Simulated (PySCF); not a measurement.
Input file:

```
{"job": {"kind": "uv", "xc": "B3LYP", "basis": "def2-SVPD", "dynamic": true, "nstates": 6, "ntriplets": 0}, "charge": 0, "multiplicity": 1}
B      0.136791     1.572490     0.751031
C     -1.128747     0.659761     0.633454
C     -0.845930    -0.832822     0.448567
C      0.351376    -1.087760    -0.463802
C      1.634496    -0.465097     0.080957
C      1.521586     1.052628     0.241066
H      0.021099     2.724016     1.120745
H     -1.863675     0.856008     1.432234
H     -1.620753     1.068890    -0.277879
H     -0.636832    -1.285349     1.434452
H     -1.735393    -1.358079     0.062726
H      0.141160    -0.674701    -1.468385
H      0.491129    -2.171882    -0.605192
H      2.488597    -0.731452    -0.563694
H      1.851977    -0.916775     1.065381
H      1.594934     1.545768    -0.754785
H      2.366578     1.483529     0.804010
```

Run with:

```sh
OMP_NUM_THREADS=1 python probes_run.py task.json out
```

Geometry: PBE0-D3(BJ)/def2-SVP.

Level of theory: PySCF, B3LYP/def2-SVPD, SCF density, gas phase.

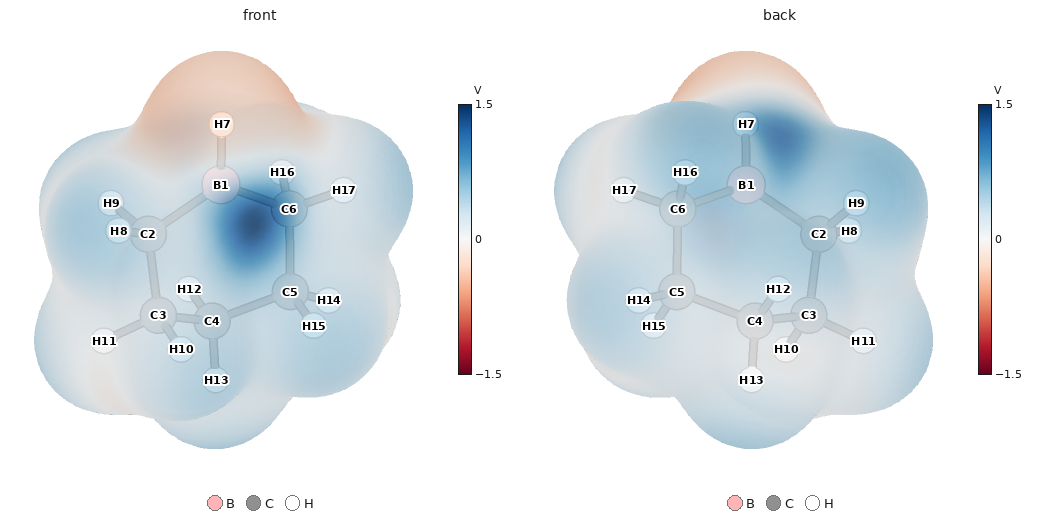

C₅H₁₁B (SMILES B1CCCCC1). The electrostatic potential painted on the density surface at 0.002 e/bohr³, seen from the front and from behind; the colour scale runs from red (negative) to blue (positive).

Where is the surface potential most negative and most positive?

Answer. The most negative region (about −0.4 V) lies over H7, the most positive (about +1.3 V) over B1.

What dipole moment does the calculation give?

Answer. Its dipole moment is 0.50 D.
